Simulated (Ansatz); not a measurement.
AlFH$_{2}$O

```
atom    x (Å)    y (Å)    z (Å)
  Al  -0.0565  -0.0754  -0.0714
   F   0.1607  -0.0316   1.5549
   O   1.2527  -0.4364  -1.0704
   H   2.1327  -0.6219  -0.7536
   H  -1.4577   0.2135  -0.6844
```

Computed with Ansatz, RKS BHLYP-D4/6-31G*.

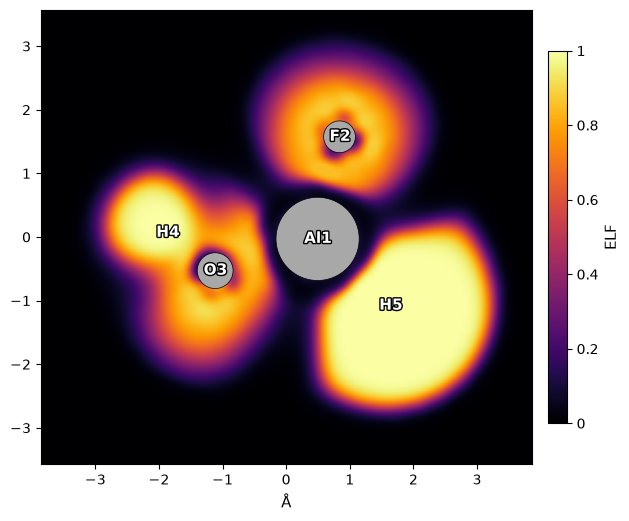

Figure 1. ELF on the molecular plane. Grey discs cover the atomic cores.

Q: What does the map show?

A:
- The plane passes through Al, F, O and H nuclei.
- Al–F (1.64 Å): the ELF peaks at about 0.85 in the valence shell of F, 0.6 Å from its nucleus, and is about 0.25 at the midpoint.
- Al–O (1.69 Å): the ELF peaks at about 0.85 in the valence shell of O, 0.6 Å from its nucleus, and is about 0.40 at the midpoint.
- O–H (0.95 Å): the ELF climbs to about 1 towards the hydrogen, as it does in any bond to H (an ordinary covalent bond to hydrogen).
- Al–H (1.56 Å): the ELF climbs to about 1 towards the hydrogen.
- The ELF also peaks beside O3 and F2, away from the bonds: lone-pair regions.

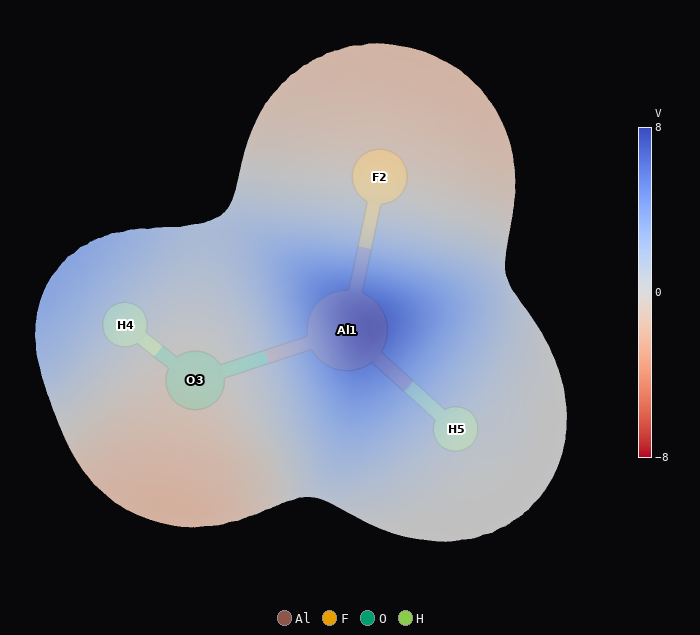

Figure 2. The molecular electrostatic potential painted on the density surface at 0.004 e/bohr³, seen at a tilt; the colour scale runs from red (negative) to blue (positive).

Q: Which sites attract a positive test charge, and which a negative one?

A: A positive charge is drawn to the negative regions and a negative charge to the positive ones. The most negative region (about −1.7 V, or −39 kcal/mol for a unit charge) lies over O3, the most positive (about +6.8 V, or +157 kcal/mol for a unit charge) over Al1. O3 is the likeliest acceptor of a hydrogen bond.

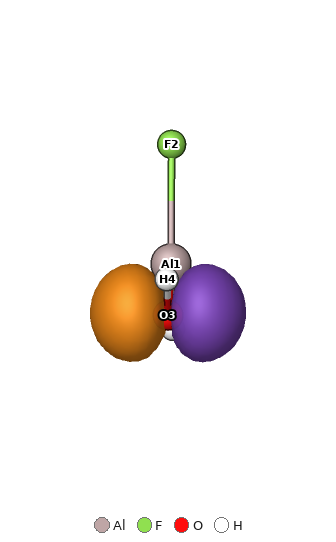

Figure 3. The HOMO at ±0.3 Å⁻³ᐟ² (orange and purple are the two phases), seen at an oblique angle.

Q: Describe this orbital and give its energy.

A: Its weight (Hirshfeld) is mainly on O3 (about 80 %); it changes sign across the molecular plane (π type). Its energy is −10.89 eV.
